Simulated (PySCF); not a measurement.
```yaml
atoms:
  - { symbol: F, position_ang: [1.5038, 0.0636, 0.0827] }
  - { symbol: Si, position_ang: [-0.1514, -0.1555, -0.0077] }
  - { symbol: F, position_ang: [0.0853, 1.4919, -0.1792] }
  - { symbol: F, position_ang: [-0.7902, -0.5406, 1.3477] }
  - { symbol: F, position_ang: [-0.6072, -0.8469, -1.3144] }
```

Geometry: PBE0-D3(BJ)/def2-SVP.

All numbers below come from DFT single point, gas phase, functional wB97X (PySCF 2.14.0, density-fitted response routines).

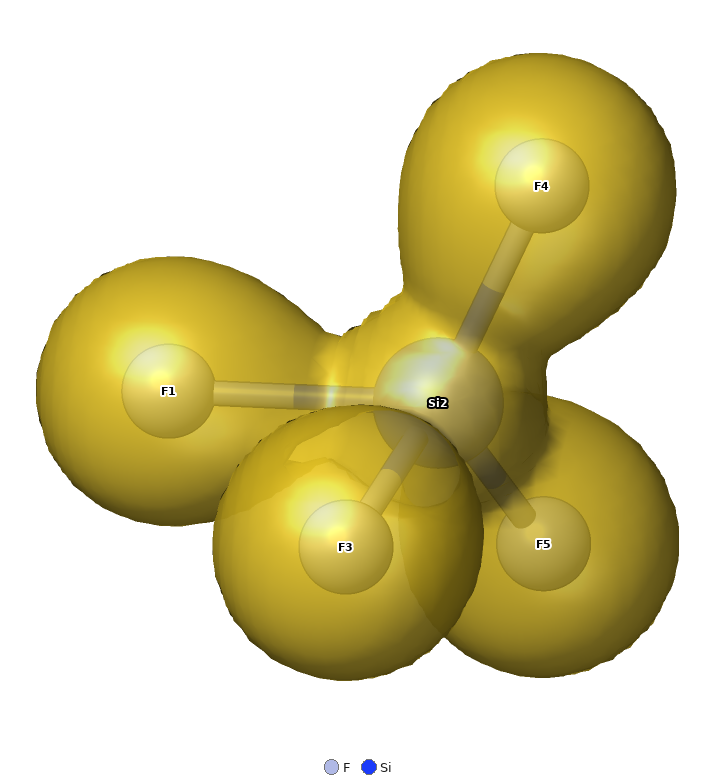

SiF$_{4}$ (SMILES F[Si](F)(F)[F+]) (charge +1, doublet). Isosurface of the electron density at 0.5 e/Å³ (yellow), seen at a tilt.

**What does this surface tell about the bonding?**

At this value the surface is in one piece. It bridges the sampled Si–F (1.55 Å) and Si–F (1.67 Å) contacts, where the density stays above the isovalue. On the grid the lowest density along these lines, outside the cores, is 1.2 e/Å³ (Si–F, 1.55 Å) and 0.85 e/Å³ (Si–F, 1.67 Å).
